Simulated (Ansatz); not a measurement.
Energy against volume for CsI (CsCl type)

CsI (CsCl type), conventional cell a = 4.508 Å, b = 4.508 Å, c = 4.508 Å, α = 90.00°, β = 90.00°, γ = 90.00°. The calculation uses the primitive cell of 2 atoms, to which meshes and values per cell refer.

Equation-of-state scan: isotropic scaling of the cell above, V₀ being its volume. Symmetry pins the atoms to their sites.

Level of theory: PBEsol (plane waves to 420 eV, PAW, scalar-relativistic; Ansatz, a program for electronic structure). k mesh 7×7×7 (Γ-centred), Fermi-Dirac smearing 0.05 eV. The energy includes the smearing's −TS. Compression counts positive. CsI was relaxed with its symmetry unable to fall. Spin-orbit coupling is left out, though I is heavy. The zero of ΔE is the relaxed starting cell.

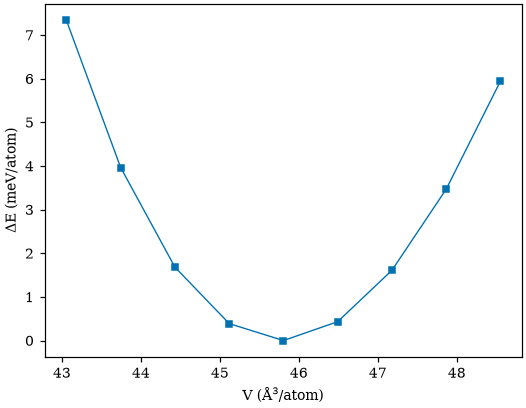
Figure: ΔE (meV/atom) against V (Å³/atom); one marker a computed point.

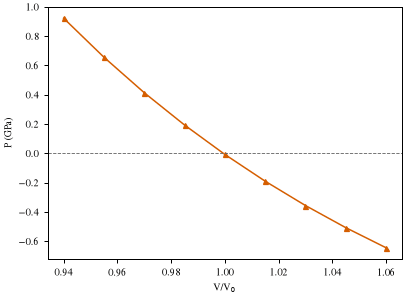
*P (GPa) against V/V₀; one marker a computed point.*

The pressure at the smallest volume is 0.92 GPa and the energy cost of the largest compression is 7.3 meV/atom. The pressure derivative B₀′ (fit) is 5.3, the bulk modulus B₀ (third-order Birch-Murnaghan fit) comes out as 12.8 GPa and the equilibrium volume of the fit is 45.78 Å³/atom.

(Under strain, the slope of the energy per volume gives the stress and its curvature an elastic modulus.)
